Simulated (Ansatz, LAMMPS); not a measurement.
# A vacancy of O at several sites of Ga2O3 with crystalline order left by the classical run (100 atoms), part 2 of 3

Aim: make a vacancy of O at several sites of Ga2O3 with crystalline order left by the classical run (100 atoms), relax each, and compare their energies.

Ansatz 0.2.0; Kohn-Sham DFT, PBE, PAW (set soft_1), plane waves.

The cell: 40 Ga and 60 O. The quench rate of 200 K/ps is many orders above laboratory rates. The starting topology of bonds comes from the classical model. Sampling is at Γ alone, for a cell whose shortest periodic width is 10 Å.

So far. Step 2 (Single point at the start): The r.m.s. force at the start is 0.38 eV/Å. Step 3 (Relaxation): The relaxation converged after 13 steps, 3.67 eV below its start, with a largest force component of 0.024 eV/Å.

## 4. Single point at the relaxed geometry

The electronic structure is read at the final geometry, in a run of its own.

The input, input.yaml:

```yaml
crystal:
  lattice:
    - [10.0136, 0.0, 0.0]
    - [0.0, 10.0136, 0.0]
    - [0.0, 0.0, 10.0136]
  atoms:
    - { symbol: Ga, position: [0.88048, 0.74601, 0.86373] }
    - { symbol: Ga, position: [0.47055, 0.55369, 0.46992] }
    - { symbol: Ga, position: [0.63215, 0.10326, 0.50151] }
    - { symbol: Ga, position: [0.18412, 0.68402, 0.98127] }
    - { symbol: Ga, position: [0.03443, 0.00075, 0.86779] }
    - { symbol: Ga, position: [0.05576, 0.84702, 0.16702] }
    [... 88 atom lines left out ...]
    - { symbol: O, position: [0.05414, 0.67443, 0.10637] }
    - { symbol: O, position: [0.68764, 0.90509, 0.17547] }
    - { symbol: O, position: [0.23026, 0.84332, 0.0849] }
    - { symbol: O, position: [0.88771, 0.12933, 0.8998] }
    - { symbol: O, position: [0.53069, 0.57055, 0.89239] }
    - { symbol: O, position: [0.0263, 0.23659, 0.23997] }
kpoints:
  mp_grid: { grid: [1, 1, 1] }
hamiltonian:
  xc: pbe
  pseudopotentials: { kind: paw, azcp: { folder: soft_1 } }
scf:
  occupations: { method: gaussian, width: 0.05 }
output:
  forces: true
  stress: true
  populations: intrinsic
  dos:
    method: { smearing: { sigma: 0.08 } }
    de: 0.1
    projected: { site_lists: { Ga: [Ga], O: [O] } }
  eigenvalues: true
  write_density: true
  write_potential: true
  volumetric_format: npy
  elf: true
```

Command:

```bash
ansatz run input.yaml --threads 4 --pin off --max-ram 8192MiB --backend cpu --events-out ev --progress --plain --runs-dir out
```

Numbers of over 12 decimals in the logs are rounded to 6 here.

The log of the run:

```text
[...]
Crystal: 100 atoms, lattice volume = 1004.086 Å³
Basis set: ecut = 420 eV, 19549 PW (Γ), exchange–correlation on 144×144×144 points (8 copies of the dense FFT grid, shifted against one another)
Bands: 540, of which v1, the nominal top of the filled ones, is band 440 counted from 1 (439 counted from 0)
Symmetry: 1 space group operations
[...]
k-points: 1
[...]
SCF iter   1: F=—  HF=-185409.616685 eV  |F-HF|=—  |Δ(HF+E_count)|=         —  Δρ=1.25e-1  dr2=7.62e1  ethr=3.10e-3  ⟨swp⟩=5.0  Hψ=1692  notcnv=0  defer=42
[...]
SCF iter  12: F=-185384.373547 eV  HF=-185384.373547 eV  |F-HF|=1.48e-9  |Δ(HF+E_count)|=   4.94e-8  Δρ=1.27e-6  dr2=1.74e-8  ethr=8.86e-12  ⟨swp⟩=7.0  Hψ=3088  notcnv=0
SCF 1 converged in 12 iterations: F = -185384.373547 eV  dr2 = 1.74e-8
[...]
SCF converged after 12 iterations
Free energy (F): -185384.373547 eV
[...]
Internal energy: -185384.373547 eV  (E = F + TS)
E sigma→0 (E₀):  -185384.373547 eV
Fermi energy:    10.086746 eV
[...]
--- Forces (eV/Å), atoms counted from 1 ---
  atom   1  Ga    -0.01085313     0.00355904    -0.00504499
  atom   2  Ga     0.00800529    -0.00020885     0.01798816
  atom   3  Ga     0.00312547    -0.01000762     0.00868034
  atom   4  Ga    -0.01543558    -0.00373971    -0.00491335
  atom   5  Ga     0.00039055     0.00583711    -0.01285014
  atom   6  Ga    -0.00855534    -0.00557333     0.00221055
  atom   7  Ga     0.00096982    -0.00464034     0.00659164
  atom   8  Ga    -0.00224893     0.00546729     0.01070185
  atom   9  Ga    -0.01292386    -0.00914413    -0.00139874
  atom  10  Ga     0.00190381     0.00130447    -0.01058708
  atom  11  Ga     0.01712906     0.00467094    -0.00085840
  atom  12  Ga    -0.01480473    -0.01279156    -0.00406388
  atom  13  Ga    -0.00490151     0.00655691    -0.00421366
  atom  14  Ga     0.00802198     0.00550533     0.00320031
[...]
atom  99  O      0.00820005    -0.00412773    -0.00133831
  atom 100  O      0.00079981     0.00887974    -0.01409488
  max |Σ_I F_I| component: 9.37e-6 eV/Å
--- Stress (GPa, compression-positive) ---
       10.065404       1.924396       0.273616
        1.924396      12.647205       0.698330
        0.273616       0.698330      11.752865
  P = ⅓ Tr σ = 11.4885 GPa (114.885 kbar)
--- Band table (eV) ---
[...]
--- intrinsic populations: 100 sites ---
  site symbol       q [e]
     0     Ga     11.9506
     1     Ga     11.9604
     2     Ga     11.9565
[...]
99      O      6.6978
  spilling = -0.000000 (of n_electrons = 880.000000)
```

Elapsed: 21 s, on 4 threads of Intel Xeon Platinum 8375C at 2.90GHz (Ice Lake), shared host; peak memory 1.8 GiB.

The run gave:

* free energy: -185384.3735 eV
* free energy per atom: -1853.8437 eV/atom
* SCF cycles: 12
* pressure: 11.49 GPa
* r.m.s. force component: 0.00721 eV/Å
* longest force: 0.02796 eV/Å
* Fermi energy: 10.09 eV
* gap (highest filled to lowest empty level): 1.945 eV

Intrinsic-atomic-orbital charges by element and coordination:

| element | coordination | atoms | mean charge (e) | spread | least | most |
| --- | --- | --- | --- | --- | --- | --- |
| Ga | all | 40 | 1.05 | 0.0205 | 1.02 | 1.12 |
| Ga | 4 | 3 | 1.08 | 0.0054 | 1.08 | 1.09 |
| Ga | 5 | 15 | 1.07 | 0.0156 | 1.04 | 1.12 |
| Ga | 6 | 22 | 1.04 | 0.0142 | 1.02 | 1.08 |
| O | all | 60 | -0.703 | 0.0166 | -0.742 | -0.660 |
| O | 3 | 24 | -0.711 | 0.0139 | -0.742 | -0.680 |
| O | 4 | 33 | -0.696 | 0.0149 | -0.729 | -0.660 |
| O | 5 | 3 | -0.722 | 0.0089 | -0.734 | -0.714 |

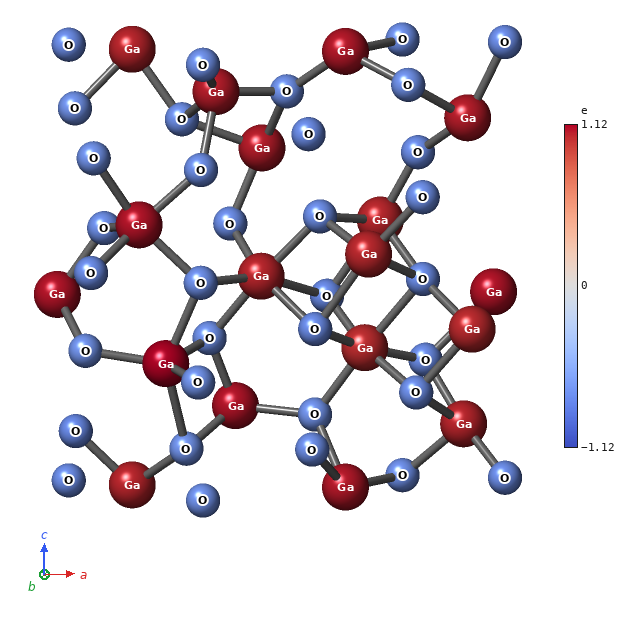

Atoms coloured by intrinsic-atomic-orbital charge. Drawn is a slice 4 Å thick, seen along the normal of the ac plane. Bonds to atoms that aren't drawn are left out.

States in the cell by windows of 1 eV, zero at the Fermi level; the larger projections on atomic orbitals stand beside the total:

| from (eV) | to (eV) | total | O p | Ga p | Ga s | Ga d |
| --- | --- | --- | --- | --- | --- | --- |
| -14 | -13 | 220.7 | 2.4 | 1.6 | 0.5 | 210.5 |
| -13 | -12 | 13.1 | 0.2 | 0.2 | 0.1 | 10.6 |
| -12 | -9 | 0.0 | 0.0 | 0.0 | 0.0 | 0.0 |
| -9 | -8 | 10.0 | 6.1 | 0.4 | 3.0 | 0.2 |
| -8 | -7 | 28.7 | 18.0 | 1.7 | 7.6 | 0.6 |
| -7 | -6 | 35.9 | 23.6 | 3.8 | 5.8 | 0.7 |
| -6 | -5 | 43.6 | 31.4 | 6.5 | 2.9 | 0.7 |
| -5 | -4 | 48.7 | 38.6 | 6.9 | 1.1 | 0.7 |
| -4 | -3 | 58.4 | 49.9 | 5.7 | 0.7 | 0.8 |
| -3 | -2 | 66.9 | 61.4 | 2.9 | 0.4 | 1.0 |
| -2 | -1 | 65.9 | 63.1 | 0.9 | 0.2 | 0.9 |
| -1 | 0 | 2.0 | 1.9 | 0.0 | 0.0 | 0.0 |
| 0 | 1 | 1.1 | 0.0 | 0.0 | 0.7 | 0.0 |
| 1 | 2 | 0.9 | 0.0 | 0.0 | 0.5 | 0.0 |
| 2 | 3 | 0.0 | 0.0 | 0.0 | 0.0 | 0.0 |
| 3 | 4 | 11.1 | 3.0 | 2.0 | 3.8 | 0.0 |
| 4 | 5 | 21.2 | 5.4 | 3.6 | 9.4 | 0.0 |

The curve was stored every 0.100 eV, coarse against its broadening of 0.08 eV, so these counts are rough.

Between -21 and -14 eV lie 286 more states.

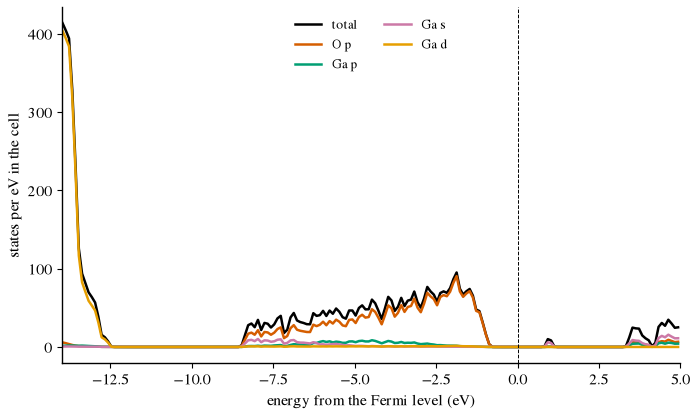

Total and projected density of states, with the broadening of the input.

The levels nearest the highest filled one (over half full), pooled over k-points and spins:

| level less the highest filled one (eV) | occupation |
| --- | --- |
| -0.296 | 2 |
| -0.220 | 2 |
| -0.194 | 2 |
| -0.150 | 2 |
| -0.107 | 2 |
| 0 | 2 |
| 1.94 | 0 |
| 4.44 | 0 |
| 4.53 | 0 |
| 4.59 | 0 |
| 4.70 | 0 |
| 4.76 | 0 |

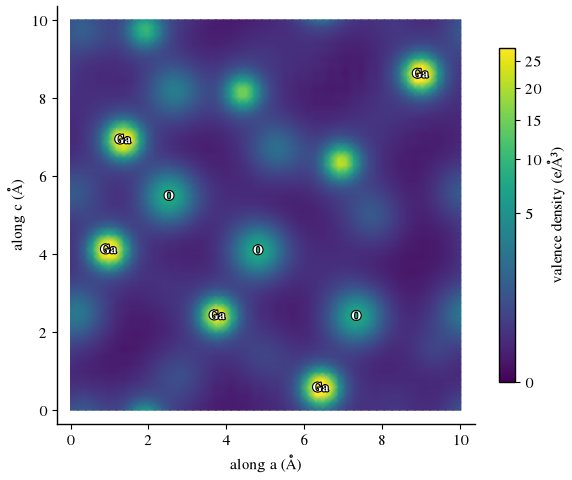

Valence density in the ac plane at fractional y = 0.251, with atoms of Ga and O within 0.2 Å of it. It is the smooth field of the valence electrons, not physical close to the nuclei. The map starts off the cell's origin, so that atoms lie inside it. The colour scale is stretched toward low values.

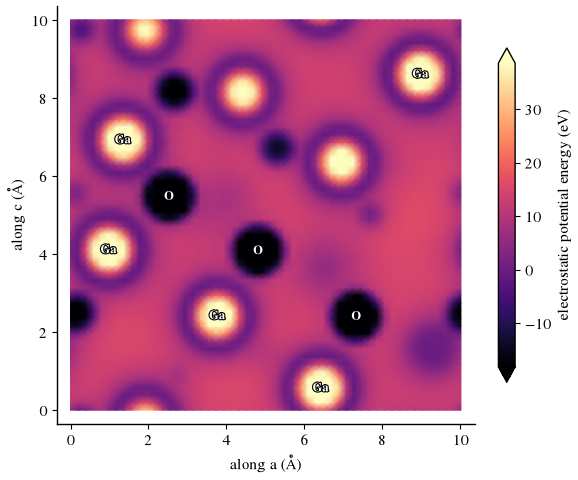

Electrostatic potential energy in the ac plane at fractional y = 0.251, with atoms of Ga and O within 0.2 Å of it. With pseudopotentials it is smooth inside the atoms' cores, unlike the true potential. The map starts off the cell's origin, so that atoms lie inside it.

Filled and empty levels are parted by 1.94 eV (at Γ alone); a semilocal functional tends to put such gaps too low. In a disordered cell it changes from sample to sample, and tail or defect levels can set it. Mean intrinsic-atomic-orbital charges: Ga +1.05, O -0.70 e. The largest share in the top eV of filled states is O p (97 % of the projected weight), and in the lowest eV of empty states Ga s (60 % of the projected weight).

## 5. Vacancy of O, site O95

The site has 3 bonded neighbours (Ga3) at 1.80 Å on average, by cutoffs that count no bonds between two metal atoms or like ions. The change is made in the relaxed cell and the atoms are relaxed again, with spin allowed.

The input, input.yaml:

```yaml
crystal:
  lattice:
    - [10.0136, 0.0, 0.0]
    - [0.0, 10.0136, 0.0]
    - [0.0, 0.0, 10.0136]
  atoms:
    [... atom lines 1 to 91 left out ...]
    - { symbol: O, position: [0.5722, 0.33288, 0.09076] }
    - { symbol: O, position: [0.19764, 0.90291, 0.8326] }
    - { symbol: O, position: [0.42953, 0.88167, 0.35168] }
    - { symbol: O, position: [0.68764, 0.90509, 0.17547] }
    - { symbol: O, position: [0.23026, 0.84332, 0.0849] }
    - { symbol: O, position: [0.88771, 0.12933, 0.8998] }
    - { symbol: O, position: [0.53069, 0.57055, 0.89239] }
    [... atom lines 99 to 99 left out ...]
magnetization:
  spin_polarized: true
kpoints:
  mp_grid: { grid: [1, 1, 1] }
hamiltonian:
  xc: pbe
  pseudopotentials: { kind: paw, azcp: { folder: soft_1 } }
scf:
  occupations: { method: fermi_dirac, width: 0.025 }
  lower_state_search: "off"
output:
  forces: true
  eigenvalues: true
relax:
  f_tol: 0.05
  max_steps: 90
```

The log of the run:

```text
[...]
Crystal: 99 atoms, lattice volume = 1004.086 Å³
Basis set: ecut = 420 eV, 19549 PW (Γ), exchange–correlation on 144×144×144 points (8 copies of the dense FFT grid, shifted against one another)
Bands: 537, of which v1, the nominal top of the filled ones, is band 437 counted from 1 (436 counted from 0)
Symmetry: 1 space group operations
[...]
k-points: 1
[...]
Starting moments: Σ|m| = 1.8 μB on 3 of 99 sites
[...]
SCF iter   1: F=—  HF=-184840.721314 eV  |F-HF|=—  |Δ(HF+E_count)|=         —  Δρ=6.61e-2 (↑5.96e-2 ↓6.61e-2)  dr2=7.32e1  dr2_m=2.22e0  M=0.000 μB ∫|m|=0.154 μB  β_m=0.30  ethr=3.10e-3  ⟨swp⟩=5.0  Hψ=3367  notcnv=0  defer=96
[...]
spin=Collinear: Resta preconditioning applied to the charge; magnetization (m = ρ↑ − ρ↓) channel mixes plain (no charge-response kernel on spin).
SCF iter   2: F=—  HF=-184827.412007 eV  |F-HF|=—  |Δ(HF+E_count)|=    1.33e1  Δρ=4.38e-2 (↑3.93e-2 ↓4.38e-2)  dr2=3.19e1  dr2_m=1.10e0  M=0.000 μB ∫|m|=0.121 μB  β_m=0.30  ethr=3.10e-3  ⟨swp⟩=3.0  Hψ=2058  notcnv=0  defer=182
[...]
SCF iter   7: F=—  HF=-184816.646284 eV  |F-HF|=—  |Δ(HF+E_count)|=   1.10e-2  Δρ=1.93e-3 (↑1.93e-3 ↓1.90e-3)  dr2=3.14e-3  dr2_m=3.31e-2  M=0.000 μB ∫|m|=0.034 μB  β_m=0.30  ethr=3.55e-6  ⟨swp⟩=2.0  Hψ=1866  notcnv=0  defer=188
[...]
spin-set hold released at iteration 7 (site moments contracting): the magnetisation degrees of freedom join the quasi-Newton model from the next iteration; the mixer history was flushed
SCF iter   8: F=—  HF=-184816.650320 eV  |F-HF|=—  |Δ(HF+E_count)|=   4.04e-3  Δρ=1.36e-3 (↑1.36e-3 ↓1.35e-3)  dr2=1.58e-3  dr2_m=1.65e-2  M=0.000 μB ∫|m|=0.026 μB  β_m=0.65  ethr=3.59e-7  ⟨swp⟩=2.0  Hψ=1638  notcnv=0  defer=188
[...]
SCF iter  11: F=-184816.656247 eV  HF=-184816.656238 eV  |F-HF|=8.11e-6  |Δ(HF+E_count)|=   2.82e-5  Δρ=1.84e-5 (↑1.81e-5 ↓1.84e-5)  dr2=1.47e-5  dr2_m=1.84e-7  M=0.000 μB ∫|m|=0.001 μB  ethr=6.37e-9  ⟨swp⟩=3.0  Hψ=3471  notcnv=0
WARN: the starting moments were not kept: the SCF closed with an absolute magnetisation of 1.3e-3 μB, where they sum to 1.8 μB in size (3 sites). That is at most 0.1 of that sum. Measured as dr2_m measures the in/out step, that magnetisation stands 4.8e-8 eV from none, [...]
SCF 1 converged in 11 iterations: F = -184816.656247 eV  dr2 = 1.47e-5
[...]
relax step   1: F+E_penalty+E_count = -184816.65624652 eV  Δ(F+E_penalty+E_count) = +0.000e0 eV  max|allowed force component| = 1.136e0 eV/Å  Δτ_max = 0.0000 Å  (11 SCF iters, dr2 threshold 6.25e-5 eV, accepted)
[... from here on, the SCF cycles and remarks between the steps are left out ...]
relax step   2: F+E_penalty+E_count = -184817.20900932 eV  Δ(F+E_penalty+E_count) = -5.528e-1 eV  max|allowed force component| = 6.292e-1 eV/Å  Δτ_max = 0.1218 Å  (6 SCF iters, dr2 threshold 8.07e-5 eV, accepted)
relax step   3: F+E_penalty+E_count = -184817.46633638 eV  Δ(F+E_penalty+E_count) = -2.573e-1 eV  max|allowed force component| = 5.424e-1 eV/Å  Δτ_max = 0.1259 Å  (7 SCF iters, dr2 threshold 2.47e-5 eV, accepted)
relax step   4: F+E_penalty+E_count = -184817.54661572 eV  Δ(F+E_penalty+E_count) = -8.028e-2 eV  max|allowed force component| = 4.278e-1 eV/Å  Δτ_max = 0.2000 Å  (6 SCF iters, dr2 threshold 9.02e-5 eV, accepted)
relax step   5: F+E_penalty+E_count = -184817.60228560 eV  Δ(F+E_penalty+E_count) = -5.567e-2 eV  max|allowed force component| = 1.193e-1 eV/Å  Δτ_max = 0.0517 Å  (6 SCF iters, dr2 threshold 1.00e-4 eV, accepted)
relax step   6: F+E_penalty+E_count = -184817.63183991 eV  Δ(F+E_penalty+E_count) = -2.955e-2 eV  max|allowed force component| = 1.251e-1 eV/Å  Δτ_max = 0.1373 Å  (10 SCF iters, accepted)
relax step   7: F+E_penalty+E_count = -184817.63409775 eV  Δ(F+E_penalty+E_count) = -2.258e-3 eV  max|allowed force component| = 1.545e-1 eV/Å  Δτ_max = 0.0404 Å  (9 SCF iters, accepted)
relax step   8: F+E_penalty+E_count = -184817.64760032 eV  Δ(F+E_penalty+E_count) = -1.350e-2 eV  max|allowed force component| = 3.972e-2 eV/Å  Δτ_max = 0.0379 Å  (6 SCF iters, dr2 threshold 2.39e-5 eV, accepted)
relax step   9: F+E_penalty+E_count = -184817.64760151 eV  Δ(F+E_penalty+E_count) = -1.190e-6 eV  max|allowed force component| = 3.975e-2 eV/Å  Δτ_max = 0.0000 Å  (4 SCF iters, accepted)
SCF converged after 4 iterations
Magnetization: 0.0000 μB (437.0000 up, 437.0000 down)
Absolute magnetization: 0.0000 μB (∫|ρ↑−ρ↓|, with the PAW one-centre terms)
[...]
Per-site moments (μB) at R_I (Å): [(-1.030803564227053e-9, 0.792160), (-6.730154163529731e-10, 0.793240), (-2.033773243824125e-10, 0.744380), (-8.609859163811762e-9, 0.775566), (8.99922996171315e-11, 0.800089), [...]
Free energy (F): -184817.647602 eV
[...]
Internal energy: -184817.647602 eV  (E = F + TS)
E sigma→0 (E₀):  -184817.647602 eV
Fermi energy:    10.730159 eV
[...]
--- Forces (eV/Å), atoms counted from 1 ---
  atom   1  Ga     0.01830895     0.00022976     0.01196096
  atom   2  Ga     0.01575633    -0.02177602     0.00062061
  atom   3  Ga     0.00887172    -0.00014617    -0.02861872
  atom   4  Ga     0.01066363     0.00428004    -0.00877141
  atom   5  Ga    -0.01231410    -0.00417056     0.00470115
  atom   6  Ga    -0.00365512     0.02588306     0.00870696
  atom   7  Ga     0.01565703    -0.00674185    -0.00165896
  atom   8  Ga     0.03640686     0.01230291    -0.01509091
  atom   9  Ga     0.00790832     0.00480491     0.02792156
  atom  10  Ga     0.00786062     0.01474245     0.00304160
  atom  11  Ga    -0.01919692    -0.01600107     0.01510336
  atom  12  Ga    -0.00429385     0.00036406    -0.01262679
  atom  13  Ga     0.01993275     0.00154067     0.01900551
  atom  14  Ga    -0.00350264     0.00301358    -0.00146107
[...]
atom  98  O     -0.00806141     0.02149185    -0.01003347
  atom  99  O     -0.01104864     0.01176760    -0.02033545
  max |Σ_I F_I| component: 6.34e-5 eV/Å
--- Band table (eV) ---
[...]
--- Relaxed structure (9 steps of the walk, 9 accepted, 0 SCFs on fresh bases) ---
  F+E_penalty+E_count = -184817.64760151 eV   max|allowed force component| = 3.975e-2 eV/Å
  atoms:
    - { symbol: Ga, position: [0.873642, 0.747062, 0.859969] }
    - { symbol: Ga, position: [0.473372, 0.544644, 0.472069] }
    - { symbol: Ga, position: [0.615791, 0.096453, 0.510556] }
    - { symbol: Ga, position: [0.162497, 0.664300, 1.003074] }
[...]
- { symbol: O, position: [0.029782, 0.236748, 0.233489] }
```

The job ended after 3.3 min (4 threads; peak memory 2.9 GiB; 13 min of CPU time).

The program notes that starting moments were not kept.

The relaxation converged after 9 steps, 0.991 eV below its start, with a largest force component of 0.040 eV/Å.

The surroundings of the place of the removed atom, after relaxation: 12 atoms, nearest first, with positions taken from that point. Atoms keep their numbers of the cell before the removal, where the removed atom was number 95.

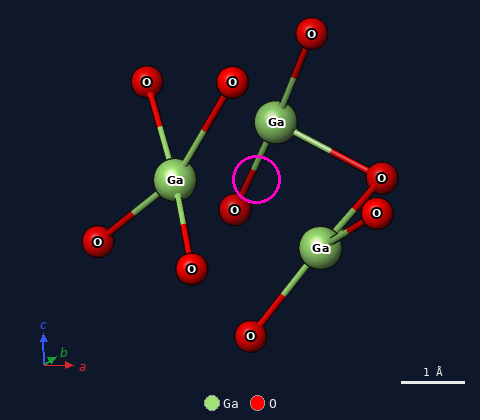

The atoms of the table, within 2.8 Å (arrows a, b, c point along x, y, z); some may hide others. A ring marks the centre wherever it is empty.

| atom | x | y | z | distance (Å) | bonds |
| --- | --- | --- | --- | --- | --- |
| Ga4 | 1.09 | -0.10 | -1.03 | 1.50 | 4 |
| Ga21 | -0.99 | -1.13 | 0.16 | 1.51 | 5 |
| Ga6 | -0.17 | 1.55 | 0.63 | 1.68 | 5 |
| O97 | 1.59 | 1.55 | -0.19 | 2.23 | 3 |
| O91 | -1.85 | 0.15 | 1.47 | 2.37 | 5 |
| O77 | 0.66 | 0.90 | 2.23 | 2.49 | 3 |
| O73 | -0.08 | -0.17 | -2.51 | 2.52 | 4 |
| O41 | 0.16 | -1.65 | 1.90 | 2.52 | 4 |
| O52 | -1.08 | 2.17 | -0.95 | 2.61 | 4 |
| O58 | 2.41 | -1.23 | -0.20 | 2.71 | 4 |
| O60 | -0.27 | -2.54 | -0.97 | 2.74 | 3 |
| O53 | -2.51 | -0.47 | -1.03 | 2.75 | 4 |

The column of bonds counts only the pairs O-Ga within 2.48 Å; other neighbours, such as metal atoms beside each other in a compound, aren't counted, and periodic images can show an atom twice.

The largest move is 0.37 Å, by Ga4.

## 6. Vacancy of O, site O45

The site has 5 bonded neighbours (Ga5) at 2.12 Å on average. 

Input and log are left out; they have the form of those shown for this kind of step.

Wall time 4.5 min (4 threads of Intel Xeon Platinum 8375C at 2.90GHz (Ice Lake), shared host); peak memory 2.9 GiB; 17 min of CPU time.

The relaxation converged after 12 steps, 0.727 eV below its start, with a largest force component of 0.040 eV/Å.

## 7. Vacancy of O, site O59

The site has 4 bonded neighbours (Ga4) at 1.98 Å on average. 

Input and log are left out; they have the form of those shown for this kind of step.

Run time: 12 min. Hardware: 4 threads of Intel Xeon Platinum 8375C at 2.90GHz (Ice Lake), shared host; peak memory 2.9 GiB.

The relaxation converged after 32 steps, 3.81 eV below its start, with a largest force component of 0.023 eV/Å.

[end of part 2 of 3]

[Logs are printed without paths, hosts, clocks, repeated set-up lines and the standing remarks that a program may print on its own settings, such as how far it seeks lower states.]

[Hosts, paths, dates, database ids (printed as entryN), source tags and the programs' standing remarks are cut or masked in the printed files.]
